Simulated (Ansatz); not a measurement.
**A computed series for Al: response to strain**

Take Al in the fcc (Cu type) structure (space group Fm-3m, No. 225; a = 4.0412 Å; relaxed with 0.1 eV smearing) as the base.

Strains are applied to the cell and any free atomic positions relax.

All numbers come from plane-wave PAW DFT at the PBE level (Ansatz, a quantum-chemistry and plane-wave program, 420 eV), spin-orbit coupling left out.

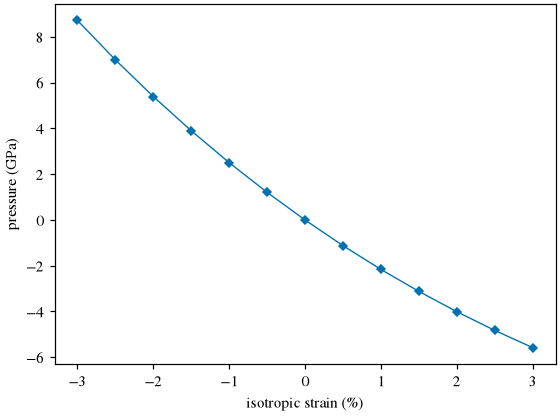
Fig. 1. Pressure against isotropic strain

```json
[
 {"isotropic strain (%)": "-3", "pressure": "8.7 GPa"},
 {"isotropic strain (%)": "-2.5", "pressure": "7.0 GPa"},
 {"isotropic strain (%)": "-2", "pressure": "5.4 GPa"},
 {"isotropic strain (%)": "-1.5", "pressure": "3.9 GPa"},
 {"isotropic strain (%)": "-1", "pressure": "2.5 GPa"},
 {"isotropic strain (%)": "-0.5", "pressure": "1.2 GPa"},
 {"isotropic strain (%)": "0.5", "pressure": "-1.1 GPa"},
 {"isotropic strain (%)": "1", "pressure": "-2.2 GPa"},
 {"isotropic strain (%)": "1.5", "pressure": "-3.1 GPa"},
 {"isotropic strain (%)": "2", "pressure": "-4.0 GPa"},
 {"isotropic strain (%)": "2.5", "pressure": "-4.8 GPa"},
 {"isotropic strain (%)": "3", "pressure": "-5.6 GPa"}
]
```

Whether these cells are dynamically stable was not tested.
